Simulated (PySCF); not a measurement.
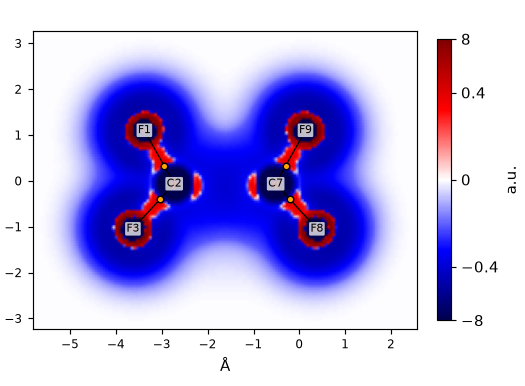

Figure 1: C4F8, SMILES `FC1(F)C(F)(F)C(F)(F)C1(F)F`. Negative Laplacian of the density (−∇²ρ) in the plane of F1, C2, F3, C7, F8 and F9 (red positive, blue negative, colour scale in a.u., logarithmic beyond ±0.04), with bond paths and bond critical points (dots).

Method: ωB97X/def2-SVP; geometry: GFN2-xTB; program: PySCF. No frequency check shows the geometry to be a minimum.

Geometry (Å), atoms numbered from 1:

```
F1      -1.2426   -1.2425    1.2159
C2      -0.7825   -0.7825    0.0493
F3      -1.4189   -1.4186   -0.9339
C4       0.7825   -0.7825   -0.0493
F5       1.4189   -1.4186    0.9339
F6       1.2426   -1.2425   -1.2159
C7       0.7825    0.7825    0.0493
F8       1.4189    1.4186   -0.9339
F9       1.2426    1.2425    1.2159
C10     -0.7825    0.7825   -0.0493
F11     -1.2426    1.2425   -1.2159
F12     -1.4189    1.4186    0.9339
```

Question: At which bond critical points in this plane is charge locally concentrated, and at which depleted?

Answer: Concentrated (∇²ρ < 0): C2–F3 and C7–F8 (−0.04 a.u.); F1–C2 and C7–F9 (−0.05 a.u.). At none is it depleted.

Question: Where along C2–F3 does the critical point lie?

Answer: 0.45 Å from C2 and 0.89 Å from F3.
